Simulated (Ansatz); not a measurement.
# CHFGaN (SMILES N#[C][GaH][F]): RPA@PBE0/cc-pVDZ

Aim: the vertical ionisation energy of CHFGaN at RPA@PBE0/cc-pVDZ, from 2 runs. 

Program for the calculation: Ansatz 0.2.0.

126 further runs of the same task are left out: 126 set aside as unsound or not needed.

### 1 Starting point

The species is CHFGaN (5 atoms), meant as a singlet with charge 0. SMILES: `N#[C][GaH][F]`. Geometry: relaxed at PBE0-D4/def2-TZVP.

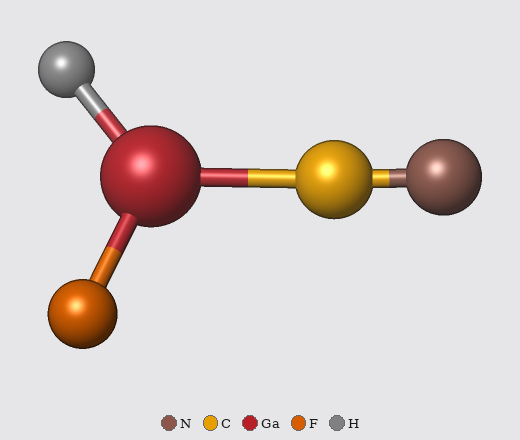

Viewed from a chosen angle; nitrogen brown, carbon amber, gallium red, fluorine orange, hydrogen grey.

### 2 A single-point energy at RPA@PBE0/cc-pVDZ

job.yaml

```yaml
crystal:
  periodic: [false, false, false]
  atoms:
    - {symbol: "N", position_ang: [1.214000, -1.657200, 1.266000]}
    - {symbol: C, position_ang: [0.641000, -0.864700, 0.656300]}
    - {symbol: Ga, position_ang: [-0.259700, 0.519000, -0.345500]}
    - {symbol: F, position_ang: [-1.724700, -0.053500, -1.092600]}
    - {symbol: H, position_ang: [0.179200, 1.982700, -0.525600]}
basis:
  gaussian:
    orbitals: cc-pVDZ
hamiltonian:
  xc: {name: PBE0}
correlation:
  method: rpa
  frozen_orbitals: {C: 1, F: 1, Ga: 9, H: 0, "N": 1}
accuracy: high
```

Launch:

```console
ansatz run job.yaml --threads 1 --pin off --max-ram 3480MiB --events-out events.jsonl --progress --plain --runs-dir runs
```

The program printed:

```text
Warning: RAYON_NUM_THREADS=1 ignored (pool sized by the plan → 1); use --threads N
Functional definition: PBE0
  name "PBE0"
  parameter a = 0.25
  parameter kappa = 0.804
  parameter beta = 0.06672455060314922
  exchange = (1 - a)*pbe_x(kappa = kappa, mu = beta*pi^2/3) + a*exact_x
  correlation = pbe_c(beta = beta)
1569 factors; integrals over basis functions are off by at most 4.4e-9 eV
mean field evaluation 1: about -57620.3270 eV, gradient 4.8e1 eV
mean field evaluation 2: about -57620.4847 eV, gradient 4.8e1 eV
mean field evaluation 4: about -57624.9130 eV, gradient 1.3e1 eV
mean field evaluation 8: about -57625.2902 eV, gradient 2.7e-1 eV
mean field evaluation 16: about -57625.2986 eV, gradient 3.7e-5 eV
mean field -57625.29859238 eV, -2117.6906634397 hartree, gradient 4.4e-8 eV, S^2 0.000000; 0 other end points of the search recorded, 0 dependent functions left out
12 core orbitals not correlated: weight in the atoms' cores, before any rotation towards them, 1.000 or more for the frozen orbitals, at most 0.000 for the correlated occupied ones
reference -57567.77944027 eV, -2115.5768735875 hartree; 15, 15 occupied and 47, 47 virtual orbitals, 1569 factors
Total energy: -57588.17599296 eV, -2116.3264330736 hartree
```

It took 8.1 s on 1 thread of Arm Neoverse V2, shared host; peak memory 0.23 GiB.

### 3 The doublet cation, same level

molecule.yaml

```yaml
crystal:
  periodic: [false, false, false]
  atoms:
    - {symbol: N, position_ang: [1.214000, -1.657200, 1.266000]}
    - {symbol: C, position_ang: [0.641000, -0.864700, 0.656300]}
    - {symbol: Ga, position_ang: [-0.259700, 0.519000, -0.345500]}
    - {symbol: F, position_ang: [-1.724700, -0.053500, -1.092600]}
    - {symbol: H, position_ang: [0.179200, 1.982700, -0.525600]}
basis:
  gaussian: {orbitals: cc-pVDZ}
total_charge: 1
magnetization: {spin_polarized: true, initial_magnetization: 1}
hamiltonian: {xc: pbe0}
correlation: {method: rpa, frozen_orbitals: {C: 1, F: 1, Ga: 9, H: 0, "N": 1}}
accuracy: high
```

Launch:

```console
ansatz run molecule.yaml --threads 1 --pin off --max-ram 3480MiB --events-out events.jsonl --progress --plain --runs-dir runs
```

The program printed, shortened:

```text
Warning: RAYON_NUM_THREADS=1 ignored (pool sized by the plan → 1); use --threads N
[... 2 set-up lines as earlier in the session ...]
[...]
1569 factors; integrals over basis functions are off by at most 4.4e-9 eV
[...]
mean field -57612.98473916 eV, -2117.2381376803 hartree, gradient 8.0e-8 eV, S^2 0.767859; 6 other end points of the search recorded, 0 dependent functions left out
12 core orbitals not correlated: weight in the atoms' cores, before any rotation towards them, 1.000 or more for the frozen orbitals, at most 0.000 for the correlated occupied ones
reference -57554.71843852 eV, -2115.0968906261 hartree; 15, 14 occupied and 47, 48 virtual orbitals, 1569 factors
Total energy: -57575.94640449 eV, -2115.8770039870 hartree
```

Run time: 29 s. Hardware: 1 thread of Arm Neoverse V2, shared host; peak memory 0.46 GiB.

### 4 Outcome

At RPA@PBE0/cc-pVDZ, 12 core orbitals frozen:

| quantity | value |
| --- | --- |
| singlet CHFGaN: total energy | -2116.32643 Eh |
| singlet CHFGaN: RPA correlation energy (valence) | -749.6 mEh |
| doublet cation: total energy | -2115.87700 Eh |
| doublet cation: RPA correlation energy (valence) | -780.1 mEh |
| doublet cation: ⟨S²⟩ of the reference determinant | 0.768 |
| vertical ionisation energy (to the doublet cation) | 12.230 eV |

In words: Removing an electron at fixed nuclei costs 12.23 eV (1180 kJ/mol).
